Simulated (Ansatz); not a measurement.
## Run report: AlBH3ClOF2, geometry relaxation (part 1 of 2)

- system: AlBH3ClOF2
- method: RKS PBE0-D4/6-31G* (Ansatz 0.2.0)

It belongs to a series of runs on one base structure; here: end point A relaxed. Figures and captions count atoms from 1; the log counts them from 0 in places.

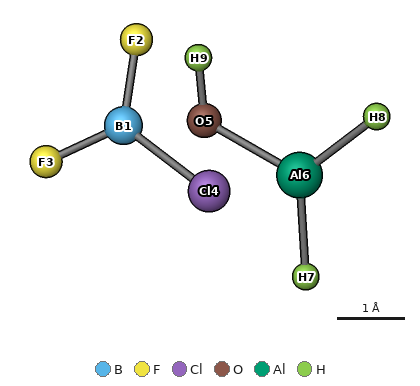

Figure 1. The input geometry (ball-and-stick view, seen at a tilt; atoms are numbered from 1 in the order of the input). Sticks mark near contacts. Bond lengths as drawn: Al–H 1.58 to 1.59 Å, Al–O 1.74 Å, B–Cl 1.78 Å, B–F 1.30 to 1.32 Å and H–O 0.98 Å.

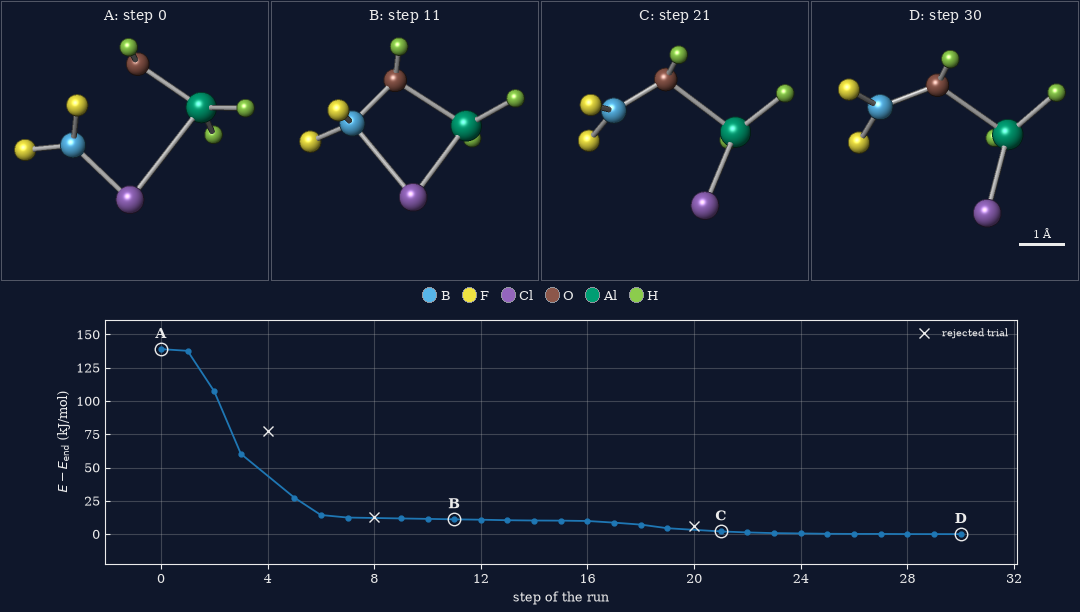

Figure 2. Frames of the relaxation (ball-and-stick view, seen at a tilt) above the curves, on which the letters mark them (the first geometry is step 0 here and step 1 in the log).

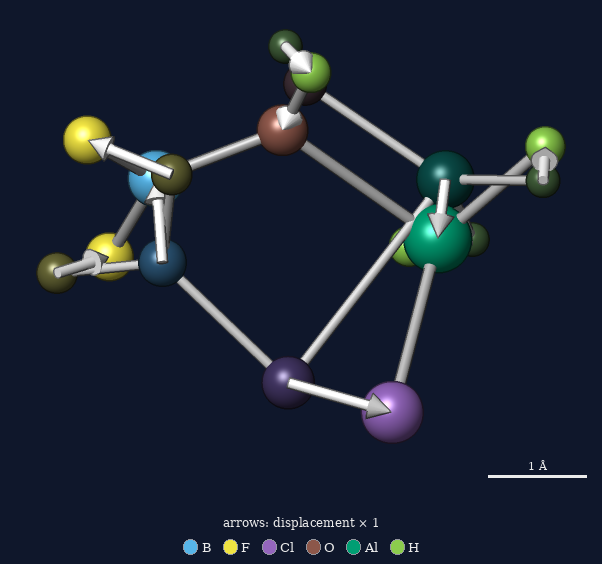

Figure 3. Start (faint) and end (solid) with the displacements as white arrows, at true length (ball-and-stick view, seen at a tilt). The two geometries are laid on each other by the best rigid fit. After 30 geometry steps the energy has fallen by 139.0 kJ/mol. The largest force component goes from 0.73 to 0.028 eV/Å. The line search rejected the trial steps at points 4, 8, 20 (counted from 0) and went back. The atom that moves furthest after the best rigid fit is Cl4 (1.11 Å). Largest moves by element: Cl 1.11 Å, F 0.95 Å, B 0.90 Å, O 0.87 Å, H 0.65 Å, Al 0.62 Å. Among the contacts that change: B1–Cl4 1.781 → 3.399 Å, B1–O5 2.597 → 1.389 Å, Cl4–Al6 2.845 → 2.148 Å, O5–Al6 1.738 → 2.064 Å. New bonds form: B1–O5 (2.60 → 1.39 Å), Cl4–Al6 (2.85 → 2.15 Å). Bonds break: B1–Cl4 (1.78 → 3.40 Å). Among the angles that change: O5–Al6–H8 117.7° → 93.7°, Cl4–Al6–H8 92.6° → 114.7°, Cl4–Al6–H7 99.6° → 115.8°. (Atoms are counted from 1 in the order of the input.)

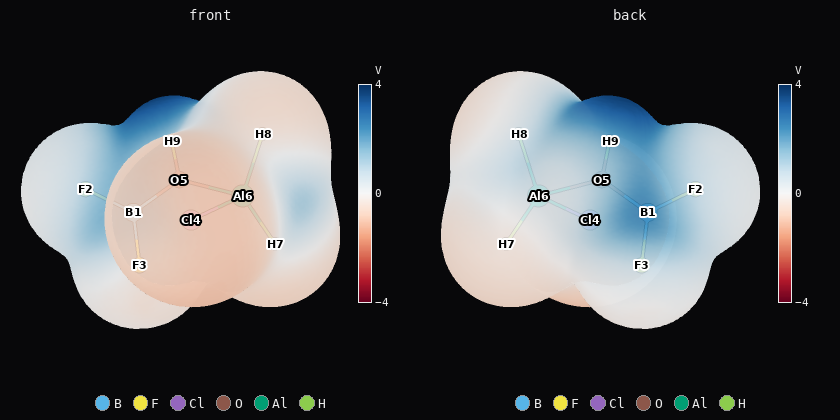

Figure 4. The molecular electrostatic potential painted on the density surface at 0.001 e/bohr³, seen at a tilt and from behind; the colour scale runs from red (negative) to blue (positive). A positive charge is drawn to the negative regions and a negative charge to the positive ones.

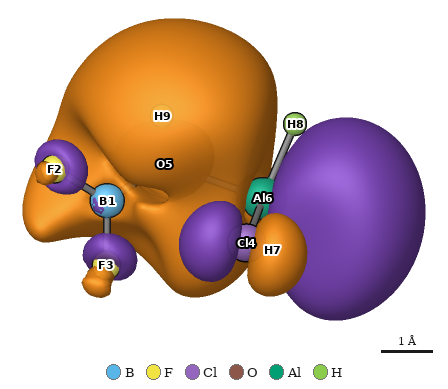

Figure 5. One frontier orbital at ±0.05 Å⁻³ᐟ² (orange and purple are the two phases), seen face on. The LUMO, at −0.29 eV. It lies mainly on Al6 (40 %), H9 (20 %), O5 (15 %) and B1 (10 %).

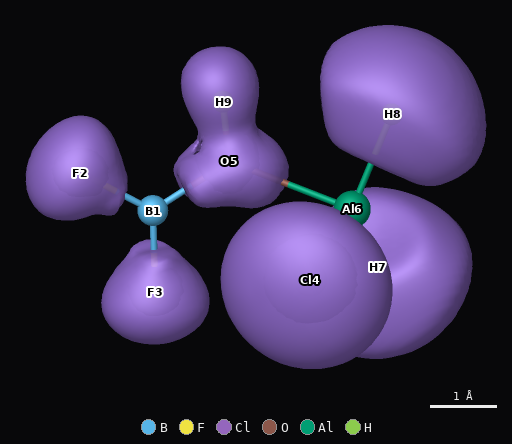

Figure 6. Isosurface of the ELF at 0.75 (purple), seen face on. Core shells and regions of very low density are left out. Along the contacts the grid gives the following. B–F (1.30 Å): the ELF peaks at about 0.85 between the atoms (a polar covalent bond). B–O (1.39 Å): the ELF peaks at about 0.90 between the atoms, which marks a shared but strongly polarised pair.

The input that produced these results follows, with the program's output.

**The input**
```yaml
crystal:
  periodic: [false, false, false]
  atoms:
    - { symbol: B, position_ang: [0.093495, 0.179595, -0.051245] }
    - { symbol: F, position_ang: [-0.588526, 0.37386, 1.058664] }
    - { symbol: F, position_ang: [1.357062, 0.486702, -0.134434] }
    - { symbol: Cl, position_ang: [-0.780723, -0.310253, -1.523908] }
    - { symbol: O, position_ang: [0.001327, -2.223263, 0.930038] }
    - { symbol: Al, position_ang: [-0.984892, -2.887997, -0.337198] }
    - { symbol: H, position_ang: [-0.20798, -3.739859, -1.420471] }
    - { symbol: H, position_ang: [-2.563848, -2.770858, -0.182443] }
    - { symbol: H, position_ang: [-0.453915, -1.678427, 1.606798] }
basis:
  gaussian: { orbitals: "6-31G*" }
hamiltonian:
  xc: pbe0
  dispersion: d4
relax:
  f_tol: 0.03
  max_steps: 50
output:
  orbitals: {}
```

Run as:
```bash
ansatz run input.yaml --threads 2 --pin off --max-ram 3072MiB --backend cpu --events-out ev --progress --plain --runs-dir out
```

**The program's output**
```
The last accepted step is kept in [file] (removed where the run ends without a failure and the disk answers)
Engine: ansatz 0.2.0, aarch64-unknown-linux-gnu
Functional definition: PBE0
  parameter a = 0.25
  parameter kappa = 0.804
  parameter beta = 0.06672455060314922
  exchange = (1 - a)*pbe_x(kappa = kappa, mu = beta*pi^2/3) + a*exact_x
  correlation = pbe_c(beta = beta)
1029 factors; integrals over basis functions are off by at most 5.4e-4 eV
mean field evaluation 1: about -27308.4058 eV, gradient 5.8e1 eV
mean field evaluation 2: about -27295.3121 eV, gradient 1.0e2 eV
mean field evaluation 4: about -27314.0442 eV, gradient 5.3e0 eV
mean field evaluation 8: about -27314.1143 eV, gradient 3.4e-2 eV
mean field -27314.11430094 eV, -1003.7751863881 hartree, gradient 2.2e-5 eV, S^2 0.000000; 0 other end points of the search recorded, 0 dependent functions left out
the calculation of the forces begins
reference -27314.11433336 eV, -1003.7751875791 hartree; 32, 32 occupied and 72, 72 virtual orbitals, 1029 factors
relax step   1: F+E_penalty+E_count = -27314.29735658 eV  Δ(F+E_penalty+E_count) = +0.000e0 eV  max|allowed force component| = 7.311e-1 eV/Å  Δτ_max = 0.0000 Å  (25 SCF iters, accepted)
these checks for a lower state are left out or cut short: starts, cluster_reference, orbital_swaps, neighbouring_geometries, increment
1029 factors; integrals over basis functions are off by at most 5.3e-4 eV
mean field evaluation 16: about -27312.8010 eV, gradient 1.8e1 eV
mean field -27314.12574743 eV, -1003.7756070388 hartree, gradient 1.4e-5 eV, S^2 0.000000; 0 other end points of the search recorded, 0 dependent functions left out
[... from here on the field's lines of each further geometry are left out, up to the last ...]
relax step   2: F+E_penalty+E_count = -27314.31081505 eV  Δ(F+E_penalty+E_count) = -1.346e-2 eV  max|allowed force component| = 1.657e0 eV/Å  Δτ_max = 0.1856 Å  (34 SCF iters, accepted)
relax step   3: F+E_penalty+E_count = -27314.62637473 eV  Δ(F+E_penalty+E_count) = -3.156e-1 eV  max|allowed force component| = 1.939e0 eV/Å  Δτ_max = 0.1949 Å  (29 SCF iters, accepted)
relax step   4: F+E_penalty+E_count = -27315.11314785 eV  Δ(F+E_penalty+E_count) = -4.868e-1 eV  max|allowed force component| = 2.064e0 eV/Å  Δτ_max = 0.1960 Å  (29 SCF iters, accepted)
relax step   5: F+E_penalty+E_count = -27314.93255541 eV  Δ(F+E_penalty+E_count) = +1.806e-1 eV  max|allowed force component| = 5.986e0 eV/Å  Δτ_max = 0.1949 Å  (33 SCF iters, rejected (line search))
relax step   6: F+E_penalty+E_count = -27315.45327862 eV  Δ(F+E_penalty+E_count) = -3.401e-1 eV  max|allowed force component| = 8.911e-1 eV/Å  Δτ_max = 0.0975 Å  (28 SCF iters, accepted)
relax step   7: F+E_penalty+E_count = -27315.58933421 eV  Δ(F+E_penalty+E_count) = -1.361e-1 eV  max|allowed force component| = 3.903e-1 eV/Å  Δτ_max = 0.0964 Å  (27 SCF iters, accepted)
relax step   8: F+E_penalty+E_count = -27315.60904436 eV  Δ(F+E_penalty+E_count) = -1.971e-2 eV  max|allowed force component| = 2.890e-1 eV/Å  Δτ_max = 0.0659 Å  (27 SCF iters, accepted)
relax step   9: F+E_penalty+E_count = -27315.60744310 eV  Δ(F+E_penalty+E_count) = +1.601e-3 eV  max|allowed force component| = 1.663e-1 eV/Å  Δτ_max = 0.0546 Å  (30 SCF iters, rejected (line search))
relax step  10: F+E_penalty+E_count = -27315.61606462 eV  Δ(F+E_penalty+E_count) = -7.020e-3 eV  max|allowed force component| = 1.016e-1 eV/Å  Δτ_max = 0.0203 Å  (29 SCF iters, accepted)
relax step  11: F+E_penalty+E_count = -27315.61946130 eV  Δ(F+E_penalty+E_count) = -3.397e-3 eV  max|allowed force component| = 7.624e-2 eV/Å  Δτ_max = 0.0572 Å  (28 SCF iters, accepted)
relax step  12: F+E_penalty+E_count = -27315.62294834 eV  Δ(F+E_penalty+E_count) = -3.487e-3 eV  max|allowed force component| = 2.824e-1 eV/Å  Δτ_max = 0.1160 Å  (26 SCF iters, accepted)
relax step  13: F+E_penalty+E_count = -27315.62585683 eV  Δ(F+E_penalty+E_count) = -2.908e-3 eV  max|allowed force component| = 2.248e-1 eV/Å  Δτ_max = 0.0109 Å  (24 SCF iters, accepted)
relax step  14: F+E_penalty+E_count = -27315.62997099 eV  Δ(F+E_penalty+E_count) = -4.114e-3 eV  max|allowed force component| = 1.802e-1 eV/Å  Δτ_max = 0.0692 Å  (28 SCF iters, accepted)
relax step  15: F+E_penalty+E_count = -27315.63220747 eV  Δ(F+E_penalty+E_count) = -2.236e-3 eV  max|allowed force component| = 1.764e-1 eV/Å  Δτ_max = 0.0721 Å  (28 SCF iters, accepted)
relax step  16: F+E_penalty+E_count = -27315.63316016 eV  Δ(F+E_penalty+E_count) = -9.527e-4 eV  max|allowed force component| = 2.403e-1 eV/Å  Δτ_max = 0.0715 Å  (28 SCF iters, accepted)
relax step  17: F+E_penalty+E_count = -27315.63586920 eV  Δ(F+E_penalty+E_count) = -2.709e-3 eV  max|allowed force component| = 2.026e-1 eV/Å  Δτ_max = 0.0126 Å  (29 SCF iters, accepted)
relax step  18: F+E_penalty+E_count = -27315.64870514 eV  Δ(F+E_penalty+E_count) = -1.284e-2 eV  max|allowed force component| = 3.635e-1 eV/Å  Δτ_max = 0.0959 Å  (27 SCF iters, accepted)
relax step  19: F+E_penalty+E_count = -27315.66417825 eV  Δ(F+E_penalty+E_count) = -1.547e-2 eV  max|allowed force component| = 4.150e-1 eV/Å  Δτ_max = 0.1280 Å  (28 SCF iters, accepted)
relax step  20: F+E_penalty+E_count = -27315.69228805 eV  Δ(F+E_penalty+E_count) = -2.811e-2 eV  max|allowed force component| = 7.596e-1 eV/Å  Δτ_max = 0.1995 Å  (27 SCF iters, accepted)
relax step  21: F+E_penalty+E_count = -27315.67788808 eV  Δ(F+E_penalty+E_count) = +1.440e-2 eV  max|allowed force component| = 5.782e-1 eV/Å  Δτ_max = 0.1334 Å  (26 SCF iters, rejected (line search))
relax step  22: F+E_penalty+E_count = -27315.71724425 eV  Δ(F+E_penalty+E_count) = -2.496e-2 eV  max|allowed force component| = 2.707e-1 eV/Å  Δτ_max = 0.0666 Å  (29 SCF iters, accepted)
relax step  23: F+E_penalty+E_count = -27315.72485047 eV  Δ(F+E_penalty+E_count) = -7.606e-3 eV  max|allowed force component| = 2.234e-1 eV/Å  Δτ_max = 0.0596 Å  (28 SCF iters, accepted)
relax step  24: F+E_penalty+E_count = -27315.73031905 eV  Δ(F+E_penalty+E_count) = -5.469e-3 eV  max|allowed force component| = 1.638e-1 eV/Å  Δτ_max = 0.0932 Å  (28 SCF iters, accepted)
relax step  25: F+E_penalty+E_count = -27315.73278406 eV  Δ(F+E_penalty+E_count) = -2.465e-3 eV  max|allowed force component| = 3.190e-1 eV/Å  Δτ_max = 0.1393 Å  (27 SCF iters, accepted)
relax step  26: F+E_penalty+E_count = -27315.73557555 eV  Δ(F+E_penalty+E_count) = -2.791e-3 eV  max|allowed force component| = 1.070e-1 eV/Å  Δτ_max = 0.0976 Å  (27 SCF iters, accepted)
relax step  27: F+E_penalty+E_count = -27315.73656494 eV  Δ(F+E_penalty+E_count) = -9.894e-4 eV  max|allowed force component| = 1.053e-1 eV/Å  Δτ_max = 0.0344 Å  (29 SCF iters, accepted)
relax step  28: F+E_penalty+E_count = -27315.73658200 eV  Δ(F+E_penalty+E_count) = -1.706e-5 eV  max|allowed force component| = 1.145e-1 eV/Å  Δτ_max = 0.0340 Å  (29 SCF iters, accepted)
relax step  29: F+E_penalty+E_count = -27315.73782049 eV  Δ(F+E_penalty+E_count) = -1.238e-3 eV  max|allowed force component| = 3.411e-2 eV/Å  Δτ_max = 0.0193 Å  (29 SCF iters, accepted)
relax step  30: F+E_penalty+E_count = -27315.73800276 eV  Δ(F+E_penalty+E_count) = -1.823e-4 eV  max|allowed force component| = 3.156e-2 eV/Å  Δτ_max = 0.0222 Å  (29 SCF iters, accepted)
the calculation of the forces begins
reference -27315.56250223 eV, -1003.8284068037 hartree; 32, 32 occupied and 72, 72 virtual orbitals, 1029 factors
relax step  31: F+E_penalty+E_count = -27315.73812608 eV  Δ(F+E_penalty+E_count) = -1.233e-4 eV  max|allowed force component| = 2.758e-2 eV/Å  Δτ_max = 0.0265 Å  (29 SCF iters, accepted)
1029 factors; integrals over basis functions are off by at most 7.0e-4 eV
mean field -27315.56247067 eV, -1003.8284056439 hartree, gradient 1.5e-5 eV, S^2 0.000000; 1 other end points of the search recorded, 0 dependent functions left out
the calculation of the forces begins
reference -27315.56250223 eV, -1003.8284068037 hartree; 32, 32 occupied and 72, 72 virtual orbitals, 1029 factors
Total energy: -27315.73815764 eV, -1003.8348620208 hartree
Atom 0 at     0.400058    -0.280211     0.647183 Å, force    -0.003712    -0.006306     0.027579 eV/Å
Atom 1 at     0.198685     0.701428     1.495451 Å, force     0.000004    -0.022609    -0.021765 eV/Å
Atom 2 at     1.318082    -0.231139    -0.275600 Å, force    -0.009716    -0.001019     0.001848 eV/Å
Atom 3 at    -1.651346    -0.845304    -2.002995 Å, force    -0.000740    -0.001240     0.002573 eV/Å
Atom 4 at    -0.352359    -1.441834     0.767245 Å, force     0.006374     0.022562    -0.011331 eV/Å
Atom 5 at    -1.049535    -2.542791    -0.832830 Å, force     0.006667     0.002976     0.010388 eV/Å
Atom 6 at     0.245022    -3.304315    -1.336290 Å, force    -0.003879     0.002698     0.000629 eV/Å
Atom 7 at    -2.220501    -3.220039     0.009811 Å, force     0.002137     0.000513    -0.001917 eV/Å
Atom 8 at    -1.016107    -1.406296     1.473825 Å, force     0.002865     0.002424    -0.008003 eV/Å
Dipole moment:     0.170690     0.056899     0.921817 e Å
```

**Trajectory as extended XYZ (Å, eV, eV/Å), 31 frames, from step=1 to step=31**
```
9
Properties=species:S:1:pos:R:3:forces:R:3 step=1 energy=-27314.29736
B     0.0935    0.1796   -0.0512   -0.0934  -0.3977   0.1128
F    -0.5885    0.3739    1.0587    0.0024   0.2841  -0.1016
F     1.3571    0.4867   -0.1344    0.0393   0.0178   0.0281
Cl   -0.7807   -0.3103   -1.5239    0.0339   0.0059   0.0220
O     0.0013   -2.2233    0.9300   -0.2710   0.7311   0.3948
Al   -0.9849   -2.8880   -0.3372   -0.0593   0.0885   0.0372
H    -0.2080   -3.7399   -1.4205   -0.0036   0.0065  -0.0179
H    -2.5638   -2.7709   -0.1824   -0.0046  -0.0629  -0.0106
H    -0.4539   -1.6784    1.6068    0.3564  -0.6732  -0.4648
9
Properties=species:S:1:pos:R:3:forces:R:3 step=2 energy=-27314.31082
B     0.1151    0.0023   -0.0005   -1.0553   1.1982   1.1775
F    -0.6540    0.5225    0.9986    0.7981  -0.9687  -0.7531
F     1.3466    0.4400   -0.1036    0.2658  -0.6513   0.1812
Cl   -0.7576   -0.3207   -1.5296   -0.1156  -0.6456  -0.1978
O     0.0427   -2.0838    0.8375   -0.6467   1.6448   1.6575
Al   -0.9904   -2.8589   -0.3360   -0.3075   0.0952  -0.8344
H    -0.2200   -3.6905   -1.4407   -0.0054  -0.0346   0.0720
H    -2.5706   -2.8035   -0.1497    0.0975  -0.0804   0.1673
H    -0.4399   -1.7779    1.6698    0.9691  -0.5576  -1.4702
9
Properties=species:S:1:pos:R:3:forces:R:3 step=3 energy=-27314.62637
B     0.0810   -0.0342    0.0194   -0.2758  -0.2191   1.7202
F    -0.6724    0.4986    1.0110    0.3666  -0.2407  -0.6653
F     1.3521    0.3069   -0.0434    0.0174  -0.2198  -0.0723
Cl   -0.7631   -0.3828   -1.5253   -0.3054  -0.3401  -0.5442
O     0.0360   -1.9085    0.7527   -0.5845   1.1447   1.9387
Al   -0.9848   -2.8088   -0.3592   -0.3362   0.1778  -1.0356
H    -0.2097   -3.6663   -1.4403   -0.0057  -0.0675   0.1037
H    -2.5594   -2.8203   -0.1185    0.1350  -0.0914   0.1986
H    -0.4076   -1.7551    1.6493    0.9887  -0.1439  -1.6439
9
Properties=species:S:1:pos:R:3:forces:R:3 step=4 energy=-27315.11315
B     0.0487   -0.1638    0.0892    0.5876  -0.9775   2.0639
F    -0.6989    0.4898    1.0030   -0.1626   0.3331  -0.2035
F     1.3366    0.1567    0.0161    0.2315   0.3661  -0.3480
Cl   -0.7757   -0.4387   -1.5089   -0.6226  -0.3321  -1.1205
O     0.0394   -1.7267    0.6793   -0.7628   0.4542   2.0284
Al   -0.9759   -2.6835   -0.4466   -0.5754  -0.1424  -1.1767
H    -0.1982   -3.6598   -1.4297   -0.0025   0.0650   0.1565
H    -2.5265   -2.8493   -0.0574    0.3490   0.0635   0.1325
H    -0.3774   -1.6952    1.6006    0.9577   0.1702  -1.5326
9
Properties=species:S:1:pos:R:3:forces:R:3 step=5 energy=-27314.93255 accepted=F
B     0.0365   -0.3259    0.1968    1.1599   5.4644   0.1726
F    -0.7299    0.4979    0.9952    0.1761  -0.1653  -0.4854
F     1.3283    0.0626    0.0463   -0.1130   0.6148  -0.4838
Cl   -0.8029   -0.5367   -1.5049   -0.5840   0.4796  -1.5795
O     0.0201   -1.5851    0.6417   -1.0029  -5.9863   3.4742
Al   -0.9940   -2.5680   -0.5935   -0.5790  -0.8949  -0.4080
H    -0.1602   -3.6463   -1.4241   -0.0765   0.1749   0.1726
H    -2.4681   -2.8215    0.0319    0.4775   0.1180  -0.0957
H    -0.3578   -1.6475    1.5563    0.5418   0.1948  -0.7669
9
Properties=species:S:1:pos:R:3:forces:R:3 step=6 energy=-27315.45328
B     0.0619   -0.2026    0.1734    0.2320  -0.7244   0.8911
F    -0.6890    0.5688    0.9835   -0.0449  -0.1769  -0.3019
F     1.3428    0.1337    0.0256   -0.0752   0.1129  -0.3334
Cl   -0.8222   -0.4899   -1.5739    0.0671  -0.3273   0.3673
O     0.0131   -1.7085    0.7213   -0.5711   0.6483   0.4983
Al   -0.9870   -2.6462   -0.5359   -0.2154   0.2748  -0.5206
H    -0.1959   -3.6566   -1.4590    0.0794   0.0275   0.0970
H    -2.4776   -2.8589   -0.0195    0.1236   0.0348   0.0678
H    -0.3742   -1.7104    1.6304    0.4044   0.1302  -0.7655
```
